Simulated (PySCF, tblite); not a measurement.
# CH₁₂OSSi₅: geometry, infrared bands and NMR shifts

Wanted: the infrared bands and NMR shifts of CH₁₂OSSi₅ (`CS[Si]1(O)[SiH2][SiH2][SiH2][SiH2]1`), by calculation.

Computed with tblite 0.8.0 and PySCF 2.14.0, with density-fitted response routines of our own, on a single molecule in the gas phase. Atoms count from 0, in the outputs and in this text.

**1. Starting geometry**

20 atoms, charge 0, multiplicity 1; geometry from: force field or distance geometry start.

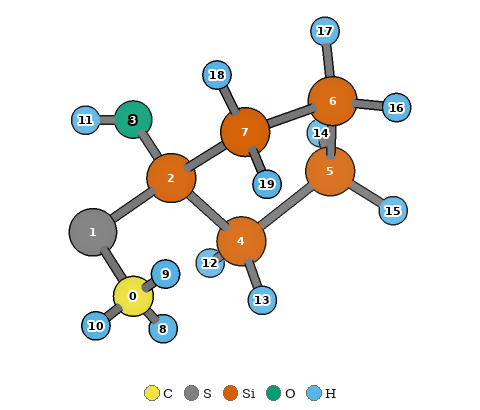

As it starts; carbon yellow, sulfur grey, silicon orange, oxygen teal, hydrogen blue, atoms numbered; sticks join atoms by distance.

**2. Relaxing the molecule with GFN2-xTB**

Job settings and geometry (Å):

```
{"job": {"kind": "relax", "xc": "GFN2-xTB", "basis": "xTB"}, "charge": 0, "multiplicity": 1}
C      3.229300    -0.693900    -0.539300
S      2.204200    -0.223400    -1.971200
Si     0.260100     0.118200    -1.177100
O     -0.667000     0.553400    -2.506900
Si     0.173800     1.752900     0.469000
Si    -1.925800     1.448200     1.381800
Si    -2.454000    -0.770900     1.037000
Si    -0.649000    -1.695900    -0.068700
H      3.257000     0.112400     0.199800
H      2.835500    -1.601700    -0.062400
H      4.239600    -0.886100    -0.878000
H     -0.193500     0.559600    -3.345700
H      0.367800     3.132200    -0.064200
H      1.224600     1.460300     1.479600
H     -2.922100     2.329600     0.708900
H     -1.905400     1.777600     2.849500
H     -2.682500    -1.472300     2.337800
H     -3.688500    -0.883000     0.212600
H     -1.053500    -2.800500    -0.986300
H      0.344200    -2.206100     0.920900
```

The run is started by

```
> OMP_NUM_THREADS=1 python probes_run.py task.json out
```

One launch serves the whole session: the jobs run in the order shown.

**Question.** This job is followed by: GFN2-xTB harmonic vibrations, gas phase; GIAO PBE0/pcSseg-1 NMR shielding, non-relativistic, gas phase. Predict these results of the whole session: strongest single infrared mode (GFN2-xTB); zero-point energy (GFN2-xTB); ¹³C shifts against TMS (PBE0/pcSseg-1); ¹H shifts against TMS (PBE0/pcSseg-1, means over atoms taken as alike); ³³S shifts against CS2 (PBE0/pcSseg-1); ²⁹Si shifts against TMS (PBE0/pcSseg-1, means over atoms taken as alike); ¹⁷O shifts against H2O (PBE0/pcSseg-1); surface potential, least and greatest.

As calculated:

```
                                                                quantity                                   value
                               strongest single infrared mode (GFN2-xTB)                   2196 cm⁻¹, 802 km/mol
                                            zero-point energy (GFN2-xTB)                           74.0 kcal/mol
                                  ¹³C shifts against TMS (PBE0/pcSseg-1)                                11.1 ppm
  ¹H shifts against TMS (PBE0/pcSseg-1, means over atoms taken as alike)  3.63, 3.50, 3.36, 3.30, 1.90, 1.09 ppm
                                  ³³S shifts against CS2 (PBE0/pcSseg-1)                                -174 ppm
²⁹Si shifts against TMS (PBE0/pcSseg-1, means over atoms taken as alike)                54.4, -128.4, -134.2 ppm
                                  ¹⁷O shifts against H2O (PBE0/pcSseg-1)                                29.2 ppm
                                   surface potential, least and greatest                      -0.98 V and 2.01 V
```

Relaxing lowered the energy by 0.308 eV in 121 steps; the close pair that moved most is S1–Si2, from 2.128 to 2.180 Å. No mode is imaginary among the 54: a minimum at this level. The strongest single mode, at 2196 cm⁻¹, is spread over several atoms, H14, H17, H16, H18 among them. GFN2-xTB is a fitted tight-binding method: band positions and strengths are rough. Its intensities can rank the bands wrongly. At PBE0/pcSseg-1: The widest tensor belongs to S1: span 280 ppm, with a paramagnetic part of -380 ppm. By nearest atom (PBE0/pcSseg-1), the HOMO sits on S1 55 %; Si2, Si4, Si7 about 8 % each and the LUMO on Si2 17 %; Si4, Si7 about 9 % each.
